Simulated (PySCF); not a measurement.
In(H)(Me)(Et), C₃H₉In, SMILES [CH3][InH][CH2]C, singlet at its PBE0/def2-SVP optimised geometry (Å):

```
13

In     0.1964    -0.7878     0.0000
H      1.9452    -0.7878     0.0000
C     -0.8544    -2.6891    -0.0008
H     -1.9452    -2.5587     0.0366
H     -0.5385    -3.2926     0.8645
H     -0.5971    -3.2565    -0.9091
C     -0.8754     1.1159     0.0000
C     -0.0088     2.3687     0.0125
H     -1.5540     1.0935     0.8709
H     -1.5401     1.1016    -0.8817
H      0.6553     2.4206    -0.8653
H      0.6417     2.4127     0.9008
H     -0.6136     3.2926     0.0120
```

Computed with PBE0/def2-TZVP, def2 effective core potentials past Kr run with PySCF. The core electrons that the potentials of In replace are not part of the density.

Map of the Laplacian of the electron density (e/bohr⁵) on the plane z = 1.2 Å:

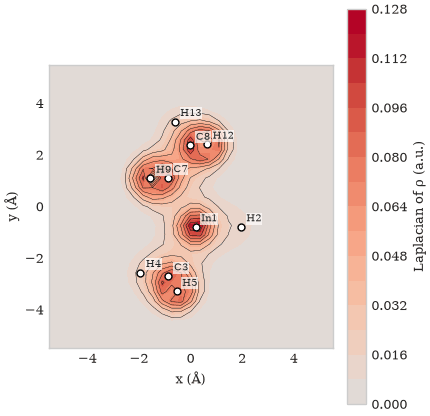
Figure. Laplacian of the electron density (e/bohr⁵) on the plane z = 1.2 Å.
